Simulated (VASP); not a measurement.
Band structure of FeO (relaxed from the rock salt structure, space group Fm-3m). Method: PBEsol GGA, VASP's PBE PAW potentials (set 64) (plane waves; VASP).

The moments were started parallel, and other spin orders were not tried in this run.

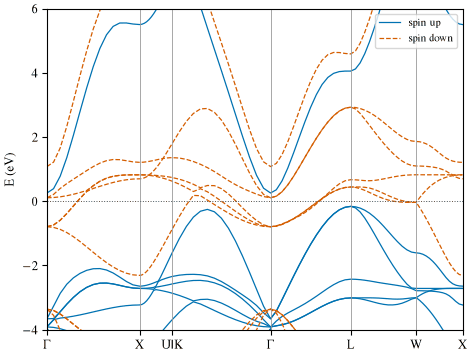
Figure: Bands along high-symmetry lines, zero at the valence-band maximum or, without a gap, the Fermi level

Question: Read the plot: is there a gap, and where are the band edges?

Answer: It has no gap at this level: it comes out as a metal or semimetal. (Edges off the drawn lines would not show.)

The structure was generated: FeO was put into the rock salt type (Fm-3m), which need not be its known phase. It was relaxed first.
